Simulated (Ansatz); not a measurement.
Li$_{2}$S (charge +1, doublet)

Input

```
crystal:
  periodic: [false, false, false]
  atoms:
    - {symbol: Li, position_ang: [1.244702, 1.275780, 1.385399]}
    - {symbol: Li, position_ang: [-1.244709, -1.275780, -1.385399]}
    - {symbol: S, position_ang: [-0.000003, 0.000000, -0.000000]}
basis:
  gaussian: {orbitals: def2-TZVP, initial_orbitals: start.molden}
total_charge: 1
magnetization: {spin_polarized: true, initial_magnetization: 1}
hamiltonian: {xc: pbe0, dispersion: d4}
output: {orbitals: {seedname: orbitals}}
```

Launched as:

```sh
ansatz run in.yaml --threads 4 --pin off --events-out ev --progress --plain --max-ram 3916MiB
```

Geometry: r2SCAN-D4/def2-TZVP.

Theory: UKS PBE0-D4/def2-TZVP (Ansatz).

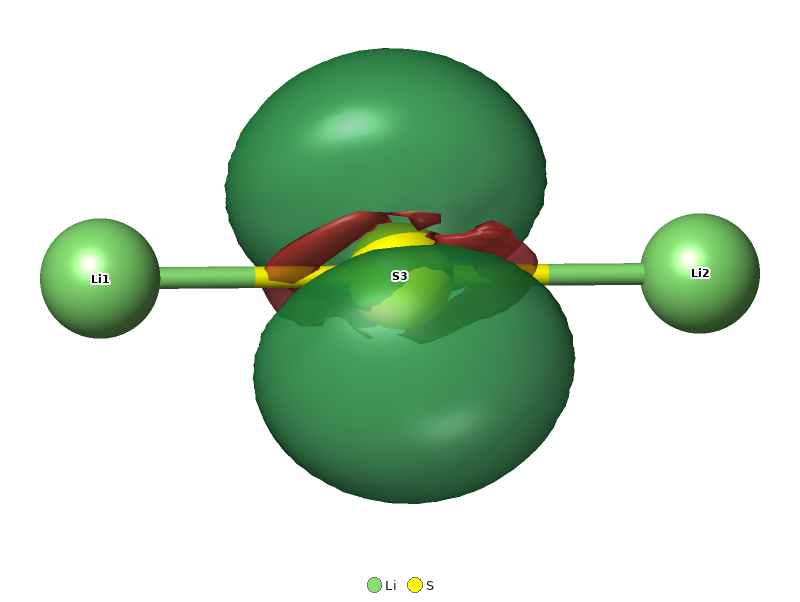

Figure 1. Isosurfaces of the spin density at +0.02 (green) and −0.02 e/Å³ (red), seen from one side.

### Where is the unpaired spin?

The unpaired spin (1 electron) lies mostly on S3 (about 0.9), in electrons by Hirshfeld's partition.

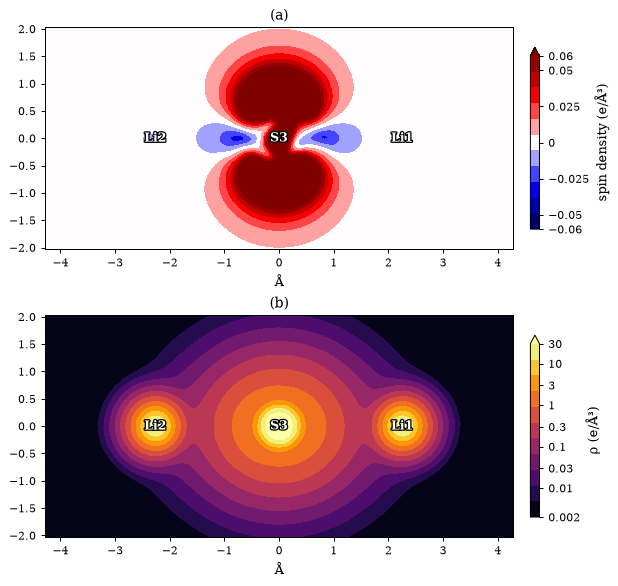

Figure 2. (a) spin density; (b) total electron density on a plane that holds the molecular axis.

### What do the fields say about this system?

Atoms in the plane: Li and S.
Li–S (2.26 Å): the density is about 0.45 e/Å³ at the midpoint.

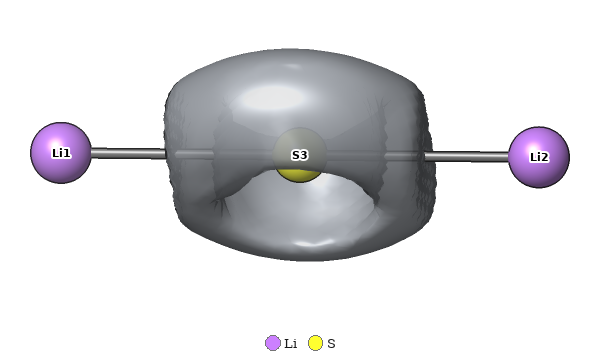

Figure 3. Isosurface of the electron localisation function at 0.85 (grey), seen from one side. Core shells and regions of very low density are left out.

### Where are the electrons localised?

At this value the surface marks out one region wrapped around S (its valence shell). Along the contacts the grid gives the following. Li–S (2.26 Å): the ELF peaks at about 0.90 in the valence shell of S, 1.0 Å from its nucleus, and falls to about 0.05 next to Li; a closed-shell, largely ionic contact.
